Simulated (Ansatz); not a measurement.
Base system: KBr in the rock salt structure (space group Fm-3m, No. 225; a = 6.5491 Å).

It is then changed as follows: a hydrostatic pressure of 7.5 GPa.

All numbers come from Kohn–Sham DFT with the PBEsol functional, run in Ansatz (a quantum-chemistry and plane-wave program) with PAW and 420 eV plane waves, no spin-orbit coupling.

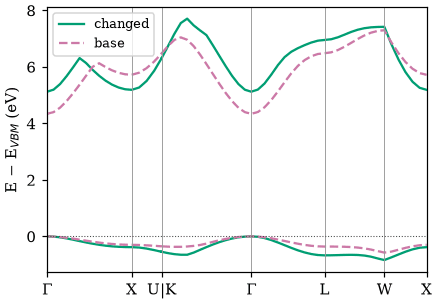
Highest valence and lowest conduction band along the path, each from its own valence-band maximum

### Question
Read the changed gap and its character from the plot.

### Answer
About 5.1 eV, direct at Γ.

Load acts through the strain it causes; cell and atoms are relaxed under it. No phonon test of stability was made. Competing high-pressure phases were not computed.
